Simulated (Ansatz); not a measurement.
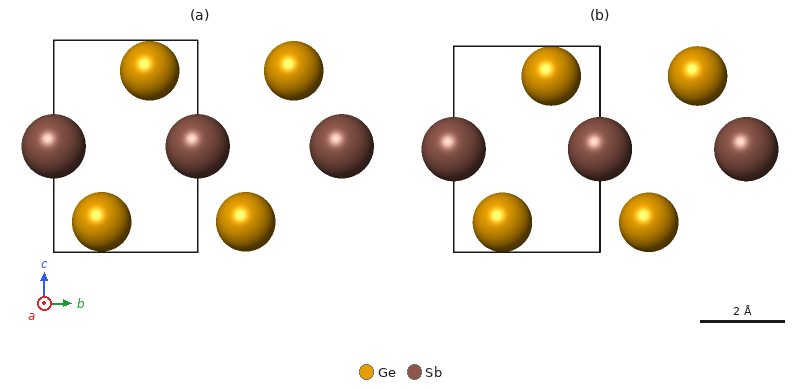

The structure of crystalline Ge2Sb (a generated structure, set up in P-3m1) before (left) and after (right) a relaxation, at one scale.

Style: spheres-only. Shown: the cell of the calculation, repeated 1 × 2 × 1 with one cell outlined, along the a axis.

Method: DFT PBE, scalar-relativistic, plane waves, PAW (Ansatz 0.2.0).

The input:
```yaml
crystal:
  lattice:
    - [3.9673110995, 0.0, 0.0]
    - [-1.9836555497, 3.4357921969, 0.0]
    - [0.0, 0.0, 5.0538279262]
  atoms:
    - { symbol: Ge, position: [0.3333333333, 0.6666666667, 0.856359618] }
    - { symbol: Ge, position: [0.6666666667, 0.3333333333, 0.143640382] }
    - { symbol: Sb, position: [0.0, 0.0, 0.5] }
basis:
  ecutwfc: 420
kpoints:
  mp_grid: { grid: [12, 12, 10] }
hamiltonian:
  xc: pbe
scf:
  occupations: { method: gaussian, width: 0.1 }
output:
  forces: true
  stress: true
  eigenvalues: true
relax:
  adjacent_minimum: "off"
  f_tol: 0.01
  max_steps: 80
  cell: { stress_tol: 0.05 }
```

Launched with:
```bash
ansatz run input.yaml --threads 1 --pin off --max-ram 2048MiB --backend cpu --events-out ev --progress --plain --runs-dir out
```

Summarise the run.

The largest moves relative to the cell, 0.007 Å, are those of Ge1 and Ge2. Ge1 goes along −c. Sb stays in place. The drawn cell changes as follows: a = b 3.967 → 4.030 Å (+1.6 %), c 5.054 → 4.917 Å (−2.7 %); the volume changes by +0.4 %. Among the contacts that change: Ge1–Ge2 2.712 → 2.729 Å, Ge1–Sb3 2.914 → 2.909 Å. The space group stays P-3m1 (No. 164). After 3 accepted moves (4 points after the start) the energy has fallen by 3.3 meV per atom. Largest force component: 0.022 eV/Å at the start, 0.00057 eV/Å at the end. The pressure goes from 0.09 to −0.02 GPa. At 1 point the geometry stayed and the basis and grid were re-selected for the new cell (energy shift of less than 0.05 meV per atom at most each time). Cost: 45 s on 1 thread of Intel(R) Xeon(R) 6975P-C (Granite Rapids), on a shared host, peak memory 0.58 GiB.
